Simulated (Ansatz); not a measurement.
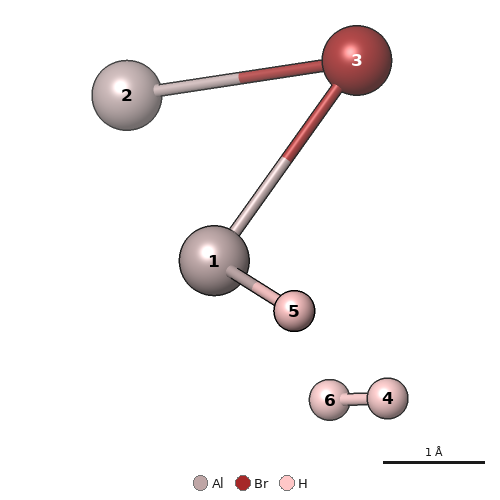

Orthographic view. Distant atoms are faded towards the background colour. Computed geometry: PBE-D4/def2-SVP optimisation. No frequency run is at hand to confirm it as a minimum.

Give the distance matrix in Å.

| atom | Al1 | Al2 | Br3 | H4 | H5 | H6 |
| --- | --- | --- | --- | --- | --- | --- |
| Al1 | 0.00 |  |  |  |  |  |
| Al2 | 2.74 | 0.00 |  |  |  |  |
| Br3 | 2.53 | 2.66 | 0.00 |  |  |  |
| H4 | 2.32 | 4.16 | 3.37 | 0.00 |  |  |
| H5 | 1.62 | 4.30 | 3.26 | 2.44 | 0.00 |  |
| H6 | 2.21 | 3.70 | 3.43 | 0.79 | 2.78 | 0.00 |
